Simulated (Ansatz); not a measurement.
# How methods differ on [SnH5]− (SMILES [H][Sn-]([H])([H])([H])[H])

[SnH5]− has 6 atoms, charge -1, and is taken as a singlet. As SMILES, `[H][Sn-]([H])([H])([H])[H]`. Geometry: a GFN2-xTB relaxation, a rough one for these elements and not checked as a minimum.

Each level gives the vertical energy of the triplet above the singlet (eV). The values are calculated.

| level | kind | program | value (eV) | less FCI/STO-3G | CPU time (all runs) |
| --- | --- | --- | --- | --- | --- |
| SVWN5/STO-3G | LDA | Ansatz | 7.11 | -0.94 | 2.4 s |
| r2SCAN/STO-3G | meta-GGA | Ansatz | 7.50 | -0.55 | 8.5 s |
| PBE0/STO-3G | global hybrid | Ansatz | 7.75 | -0.30 | 4.1 s |
| CAM-B3LYP/STO-3G | range-separated hybrid | Ansatz | 7.96 | -0.09 | 4.8 s |
| wB97X/STO-3G | range-separated hybrid | Ansatz | 8.34 | +0.29 | 20 s |
| BCCD(T)/STO-3G | coupled cluster or CI | Ansatz | 8.07 | +0.02 | 2.3 s |
| CCSDT(Q)/STO-3G | coupled cluster or CI | Ansatz | 8.04 | -0.01 | 3.9 s |
| FCI/STO-3G | exact in the basis | Ansatz | 8.05 | 0.00 | 10 s |

FCI/STO-3G is exact within its basis and frozen core, so for wave-function methods in that basis the difference is their error; functionals converge differently with the basis, so for them it is only a difference. All-electron rows without a relativistic Hamiltonian named are non-relativistic. Spin-orbit coupling, which can split open shells on such heavy atoms by tenths of an eV, is left out. Sets without diffuse functions describe the anion poorly. The values span 7.11 to 8.34 eV. A triplet this far above the singlet is often a Rydberg-like or dissociative state; sets without diffuse functions put Rydberg states too high. All rows use very small basis sets, so even the best lies far from the true value. In the correlated wave-function rows the outer d shell of Sn is correlated, in sets not made for it. CPU times are rough (shared hosts, several kinds of processor): they show what a rung costs within a factor of a few.

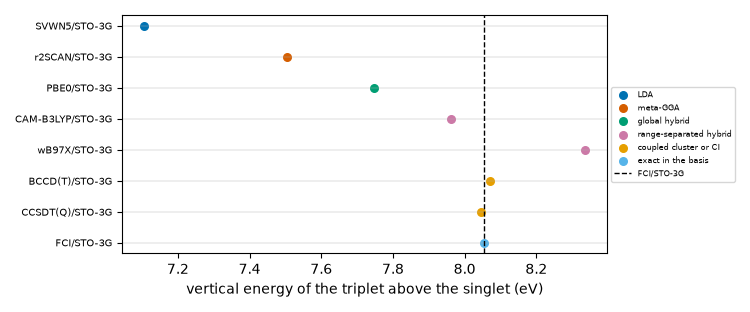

The values of the table, level by level.
